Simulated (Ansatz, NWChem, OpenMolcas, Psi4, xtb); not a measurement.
**BClF2 (chlorodifluoroborane): the vertical ionisation energy, rung by rung**

The species is BClF2 (4 atoms), meant as a singlet with charge 0. As SMILES, `FB(F)Cl`. The coordinates come from a PBE0-D4/def2-TZVP relaxation.

Each level gives the vertical ionisation energy (to the doublet cation) (eV). The values are calculated.

| level | kind | program | value (eV) | CPU time (all runs) |
| --- | --- | --- | --- | --- |
| GFN2-xTB | semi-empirical | xtb | 17.10 | under 2 s |
| HF/aug-cc-pVDZ | Hartree–Fock | Ansatz | 11.97 | 10 s |
| SVWN5/aug-cc-pVDZ | LDA | OpenMolcas | 12.74 | 49 s |
| PBE/aug-cc-pVDZ | GGA | Psi4 | 12.50 | 42 s |
| r2SCAN/aug-cc-pVDZ | meta-GGA | Ansatz | 12.72 | 47 s |
| M06-2X/aug-cc-pVDZ | hybrid meta-GGA | Psi4 | 13.01 | 65 s |
| CAM-B3LYP/aug-cc-pVDZ | range-separated hybrid | NWChem | 12.94 | 3.4 min |
| HSE06/aug-cc-pVDZ | range-separated hybrid | Ansatz | 12.83 | 26 s |
| PBE-QIDH/aug-cc-pVDZ | double hybrid | Ansatz | 12.98 | 37 s |
| RPA@PBE/aug-cc-pVDZ | RPA | Ansatz | 12.73 | 34 s |

The values span 11.97 to 17.10 eV. The xTB values lack the empirical shift that such differences need. CPU times are rough (shared hosts, several kinds of processor and program).

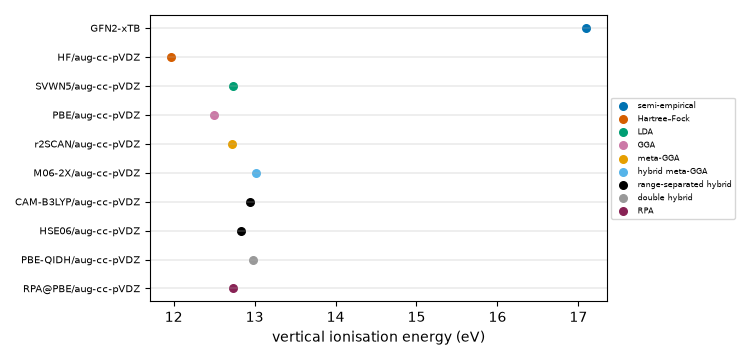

The values of the table, level by level.
